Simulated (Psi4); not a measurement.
**SnH2Cl2 (SMILES [Cl][SnH2][Cl]): a chain of runs**

We compute a structure relaxation (TPSSh-D3(BJ)/def2-SVP), then the harmonic vibrations of SnH2Cl2. 

The results are computed with Psi4 1.11.

### 1 The system as given

SnH2Cl2 has 5 atoms, charge 0, and is taken as a singlet. SMILES: `[Cl][SnH2][Cl]`. The coordinates come from a PBE0-D4/def2-TZVP relaxation. The run starts from this shape.

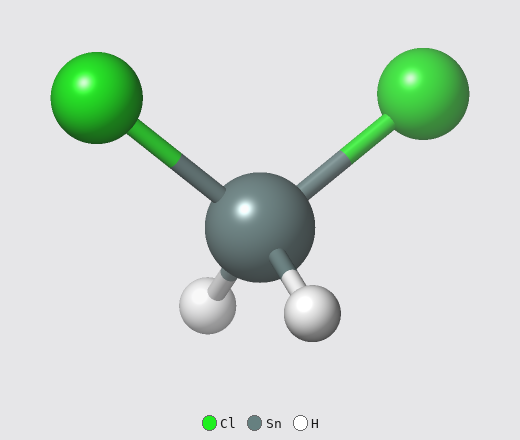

Viewed from a chosen angle; chlorine green, tin teal, hydrogen white.

### 2 A structure relaxation at TPSSh-D3(BJ)/def2-SVP (density fitting, core potential) (run 1)

calc.inp

```
memory 1600 MB

molecule molecule1 {
  Cl    -1.795300    -0.326200     1.206500
  Sn     0.192400    -0.102900     0.038600
  Cl    -0.250400     1.295500    -1.753900
  H      0.602200    -1.626300    -0.582100
  H      1.301000     0.686300     1.049400
}

set geom_maxiter 60

e = optimize('tpssh-d3bj/def2-SVP')
print_variables()
```

On the command line:

```
$ psi4 -n 1 calc.inp calc.out
```

calc.out:

```text
[...]
    !!!  WARNING: ECP capability is in beta. Please check occupations closely.  !!!
[...]
  Running in c1 symmetry.
[...]
  Nuclear repulsion =  237.041522240699976
[...]
  Multiplicity = 1
[...]
  Nalpha       = 29
  Nbeta        = 29
[...]
    Number of basis functions: 72
[...]
   @DF-RKS iter   1: -1135.58969435929043   -1.18097e+00   4.60314e-03 ADIIS/DIIS
[...]
    !!!  WARNING: ECP capability is in beta. Please check occupations closely.  !!!
[...]
   @DF-RKS iter   6: -1135.64530135089035   -2.27374e-13   3.86853e-09 DIIS
[...]
    Orbital Energies [Eh]
    ---------------------
    Doubly Occupied:
       1A   -101.346591     2A   -101.346544     3A     -9.372220
       4A     -9.372194     5A     -7.125881     6A     -7.125873
       7A     -7.118645     8A     -7.118644     9A     -7.118325
      10A     -7.118311    11A     -5.084605    12A     -3.440874
      13A     -3.438838    14A     -3.434404    15A     -1.049842
      16A     -1.047100    17A     -1.042619    18A     -1.040778
      19A     -1.040698    20A     -0.788969    21A     -0.773635
      22A     -0.520302    23A     -0.374480    24A     -0.365359
      25A     -0.364482    26A     -0.308878    27A     -0.305599
      28A     -0.301189    29A     -0.298288
[...]
  @DF-RKS Final Energy: -1135.64530135089035
   => Energetics <=
    Nuclear Repulsion Energy =            233.6276907346617975
    One-Electron Energy =               -2113.9027058761712397
    Two-Electron Energy =                 812.6329497592467987
    DFT Exchange-Correlation Energy =     -67.9976506494123925
    Empirical Dispersion Energy =          -0.0055853192151529
    VV10 Nonlocal Energy =                  0.0000000000000000
    Total Energy =                      -1135.6453013508901222
[...]
 Multipole Moments:
 ------------------------------------------------------------------------------------
     Multipole            Electronic (a.u.)      Nuclear  (a.u.)        Total (a.u.)
 ------------------------------------------------------------------------------------
 L = 1.  Multiply by 2.5417464519 to convert [e a0] to [Debye]
 Dipole X            :         28.7393816          -27.8057619            0.9336197
 Dipole Y            :        -13.8953222           13.4439180           -0.4514042
 Dipole Z            :          7.3856579           -7.1457201            0.2399378
 Magnitude           :                                                    1.0644161
[...]
  -Total Gradient:
     Atom            X                  Y                   Z
    ------   -----------------  -----------------  -----------------
       1       -0.000205737660     0.000120196183    -0.000082434460
       2       -0.000130385184     0.000062232164    -0.000033028790
       3       -0.000232749611     0.000091828468    -0.000030612494
       4       -0.000092868010     0.000029352683    -0.000032646093
       5       -0.000084242523     0.000057078726    -0.000012995236
[...]
    Final optimized geometry and variables:
    Molecular point group: c1
    Full point group: C1
    Geometry (in Angstrom), charge = 0, multiplicity = 1:
    CL          -1.573854535599    -0.444459538275     1.304137293891
    SN           0.439237976659    -0.212368816768     0.112878186708
    CL          -0.001482296611     1.206124875434    -1.708976915954
    H            0.850237998933    -1.743875946609    -0.511612772729
    H            1.553077151751     0.581894211086     1.129214024492
  Variable Map:
  ----------------------------------------------------------------------------
  "CURRENT ENERGY"                            =>   -1135.645301350890
  "CURRENT REFERENCE ENERGY"                  =>   -1135.645301350890
  "DD SOLVATION ENERGY"                       =>       0.000000000000
[...]
```

On the terminal:

```text
Optimizer: Optimization complete!
```

Wall time 59 s (1 thread of Intel Xeon Platinum 8259CL at 2.50GHz (Skylake/Cascade Lake), shared host); peak memory 0.71 GiB.

The path in brief:

```csv
step,energy from the first frame kept (eV),largest force (eV/Å)
0,0.0000,0.5582
1,-0.0206,0.1007
2,-0.0213,0.0211
3,-0.0213,0.0130
```

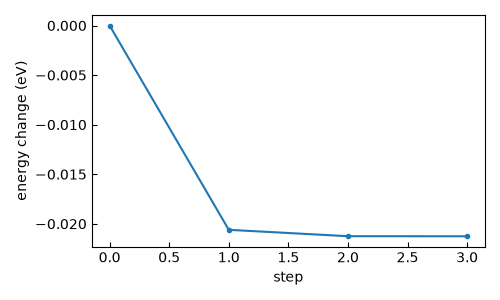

Energy along the run.

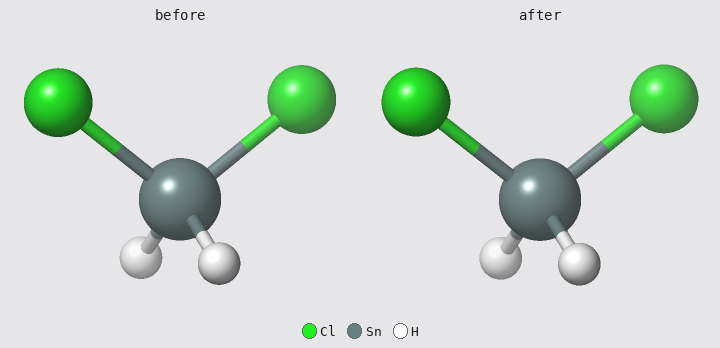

Before and after, at one scale.

After the run. Bond lengths: Cl1–Sn2 2.351 Å, Sn2–Cl3 2.351 Å, Sn2–H4 1.704 Å, Sn2–H5 1.704 Å. Angles: Cl1–Sn2–Cl3 107.0°, Cl1–Sn2–H4 107.7°, Cl1–Sn2–H5 107.7°, Cl3–Sn2–H4 107.7°, Cl3–Sn2–H5 107.7°, H4–Sn2–H5 118.7°.

### 3 The harmonic vibrations at TPSSh-D3(BJ)/def2-SVP (density fitting, core potential) (run 2)

calc.in

```
memory 1600 mb

molecule {
  0 1
  Cl    -1.816477    -0.337035     1.230943
  Sn     0.196615    -0.104944     0.039684
  Cl    -0.244105     1.313550    -1.782171
  H      0.607615    -1.636451    -0.584807
  H      1.310454     0.689319     1.056020
}

set {
  basis                      def2-SVP
  t                          700.0
  rotational_symmetry_number 2
}

energy_value, wavefunction = freq('tpssh-d3(bj)', return_wfn=True)
print_variables()
```

On the command line:

```
$ psi4 calc.in calc.out -n 1
```

calc.out (excerpt; [...] marks lines left out):

```text
[...]
    !!!  WARNING: ECP capability is in beta. Please check occupations closely.  !!!
[...]
  Running in c1 symmetry.
[...]
  Nuclear repulsion =  233.627707142037792
[...]
  Multiplicity = 1
[...]
  Nalpha       = 29
  Nbeta        = 29
[...]
    Number of basis functions: 72
[...]
   @DF-RKS iter   1: -1135.59327615091524   -1.25827e+00   4.48870e-03 DIIS/ADIIS
[...]
   @DF-RKS iter  10: -1135.64530082945794   -4.54747e-13   6.15632e-09 DIIS
[...]
  @DF-RKS Final Energy: -1135.64530082945794
   => Energetics <=
    Nuclear Repulsion Energy =            233.6365623039411901
    One-Electron Energy =               -2113.9202785645024960
    Two-Electron Energy =                 812.6419618428642480
    DFT Exchange-Correlation Energy =     -67.9979607343763490
    Empirical Dispersion Energy =          -0.0055856773843858
    VV10 Nonlocal Energy =                  0.0000000000000000
    Total Energy =                      -1135.6453008294579377
[...]
 Multipole Moments:
[...]
  -Total Gradient:
     Atom            X                  Y                   Z
    ------   -----------------  -----------------  -----------------
       1       -0.000209975841     0.000106850852    -0.000089915969
       2        0.000079525539     0.000041902728     0.000065354574
       3       -0.000225401399     0.000113858074    -0.000016852497
       4       -0.000124720018     0.000191161902     0.000074105899
       5       -0.000265220447    -0.000093386141    -0.000224476060
[...]
  ==> Harmonic Vibrational Analysis <==
[...]
  Freq [cm^-1]                 118.0995            375.6055            387.8382
[...]
  IR activ [km/mol]             4.6034             27.2147             67.2070
[...]
  Freq [cm^-1]                 418.8904            514.2379            652.8236
[...]
  IR activ [km/mol]            33.2410              0.0000             151.7600
[...]
  Freq [cm^-1]                 673.2497           1964.5716           1984.3729
[...]
  IR activ [km/mol]            114.1348            68.7177             139.2457
[...]
  Total E_0, Enthalpy at 0 [K]                                                        -1135.62914985 [Eh]
[...]
  Total H, Enthalpy at  700.00 [K]                                                    -1135.61036424 [Eh]
[...]
  Total G, Gibbs energy at  700.00 [K]                                                -1135.71302091 [Eh]
[...]
```

On the terminal:

```text
Warning: used thermodynamics relations inappropriate for low-frequency modes: ['118.0995' '375.6055' '387.8382' '418.8904' '514.2379']
```

It took 6 min on 1 thread of Intel Xeon Platinum 8259CL at 2.50GHz (Skylake/Cascade Lake), shared host; peak memory 0.69 GiB.

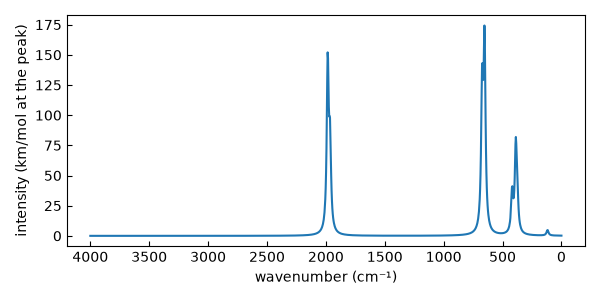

Harmonic infrared spectrum, unscaled, lines broadened by 10 cm⁻¹.

### 4 What came out

| quantity | value |
| --- | --- |
| run 1, TPSSh-D3(BJ)/def2-SVP: total energy at the end | -1135.64530 Eh |
| run 1, TPSSh-D3(BJ)/def2-SVP: dipole moment | 2.71 D |
| run 1, TPSSh-D3(BJ)/def2-SVP: HOMO energy | -8.12 eV |
| run 1, TPSSh-D3(BJ)/def2-SVP: LUMO energy | -1.89 eV |
| run 1, TPSSh-D3(BJ)/def2-SVP: HOMO–LUMO gap | 6.23 eV |
| run 1, TPSSh-D3(BJ)/def2-SVP: dispersion energy | -14.66 kJ/mol |
| run 2, TPSSh-D3(BJ)/def2-SVP: lowest harmonic wavenumber | 118 cm⁻¹ |
| run 2, TPSSh-D3(BJ)/def2-SVP: highest harmonic wavenumber | 1984 cm⁻¹ |
| run 2, TPSSh-D3(BJ)/def2-SVP: zero-point energy | 42.4 kJ/mol |
| run 2, TPSSh-D3(BJ)/def2-SVP: ideal-gas entropy at 700 K (symmetry number 2 as used) | 92.0 cal/(mol K) |

**Reading.** The optimisation (run 1, TPSSh-D3(BJ)/def2-SVP) took 4 steps and changed the energy by -0.021 eV. All 9 modes (run 2, TPSSh-D3(BJ)/def2-SVP) are real, so the shape is a minimum at this level.
